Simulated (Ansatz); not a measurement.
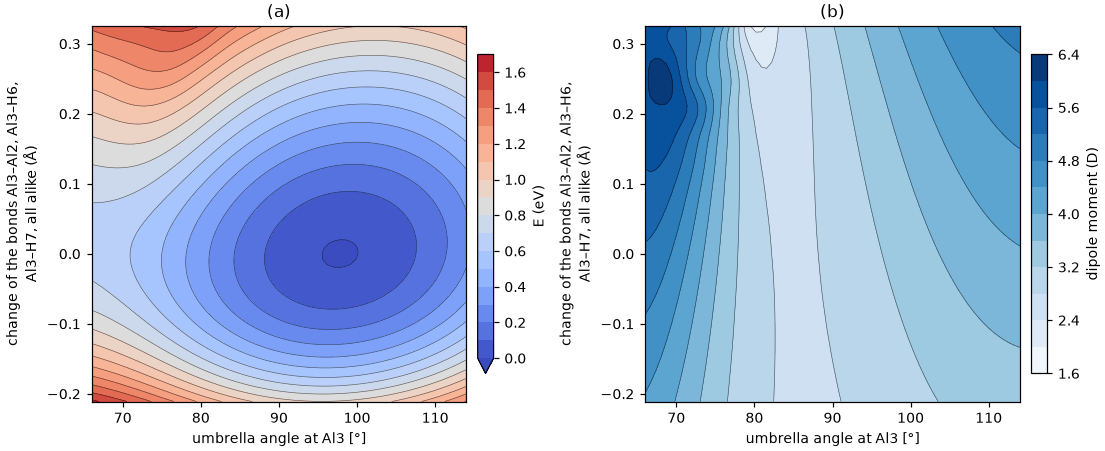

Al2H4N, SMILES [NH2][Al][AlH2], spin multiplicity 2. The first coordinate is: umbrella angle at Al3 (between each of its bonds and their common axis; 90 is planar); the second: change of the bonds Al3–Al2, Al3–H6, Al3–H7, all alike. Nothing is relaxed (all other coordinates rigid). The scan uses a 15 × 15 grid. Points are written as (first, second). Energies are in eV, from the lowest grid point. The calculation used Ansatz, UKS PBE-D4/def2-SVP.

Panel (a) is the energy and panel (b) the computed dipole moment on the same grid.

Drawn: filled contours. Between grid points the surface is interpolated.

**How does the dipole moment vary over the map, and what is it at the lowest grid point?**

Leaving out the highest fifth of the energies, it runs from 2.52 D at (83.1°, 0.249 Å) to 5.75 D at (66.0°, 0.172 Å). At the lowest grid point, (96.9°, −0.019 Å), it is 3.21 D.
